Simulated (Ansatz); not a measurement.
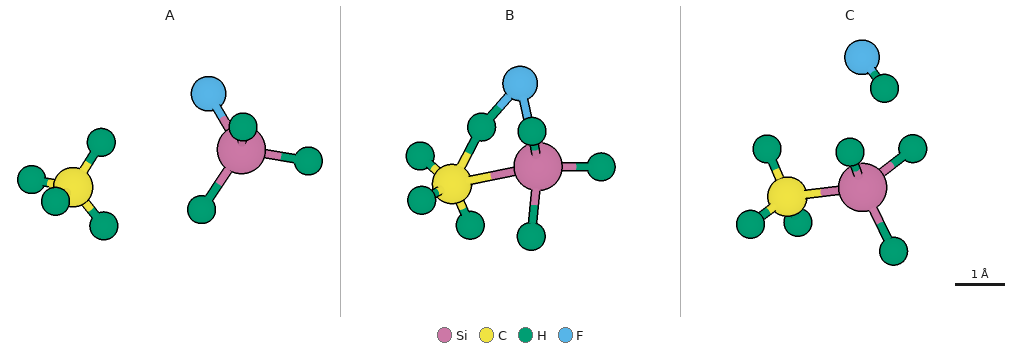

Three geometries of CH7FSi: a saddle point and the two relaxed ends that it joins, in shuffled order. Style: ball-and-stick. Shown at a tilt. Sticks join atoms that are closer than about 1.2 times the sum of their covalent radii (a little more with hydrogen).

Stationary points at PBE0-D4/def2-TZVP, single-point energies with CCSD(T)/CBS, CAM-B3LYP-D4, PBE-QIDH, r2SCAN0-D4, BHLYP-D4, wB97X-V (def2-TZVPP where no basis is named; Ansatz 0.2.0). The energies are electronic, without zero-point or thermal terms, and both ends are the relaxed geometries reached downhill from the saddle, with any fragments still in contact. CCSD(T)/CBS stands for a frozen-core estimate: MP2 correlation extrapolated from def2-TZVPP and def2-QZVPP, CCSD(T) minus MP2 from the smaller set.

> Which frame is the transition state, what reaction does it lead through, and what barrier is to be expected?

Frame B is the saddle point. Counted by bonded pieces, C holds CH₆Si + HF and A holds CH₄ + SiH₃F. From C over the saddle to A, bonds form: F–Si (3.50 → 1.95 → 1.60 Å), C–H (3.07 → 1.32 → 1.09 Å). Bonds break: C–Si (1.86 → 2.12 → 4.15 Å), F–H (0.93 → 1.22 → 2.70 Å). The saddle has one imaginary mode, 988i cm⁻¹. The end A keeps a soft imaginary mode of 28i cm⁻¹, so it isn't quite a minimum. With CCSD(T)/CBS the barrier is 41.0 kcal/mol from C and 71.3 kcal/mol from A, and A lies 30.3 kcal/mol below C.

```
       level  barrier from C (kcal/mol)  barrier from A (kcal/mol)  A less C (kcal/mol)
 CCSD(T)/CBS                       41.0                       71.3                −30.3
CAM-B3LYP-D4                       39.3                       71.0                −31.7
    PBE-QIDH                       39.7                       69.0                −29.3
  r2SCAN0-D4                       38.1                       68.2                −30.0
    BHLYP-D4                       43.9                       76.5                −32.7
     wB97X-V                       39.1                       69.5                −30.4
```

Against CCSD(T)/CBS, PBE-QIDH comes closest on the barrier from C (−1.3 kcal/mol) and BHLYP-D4 misses most (+2.9 kcal/mol).
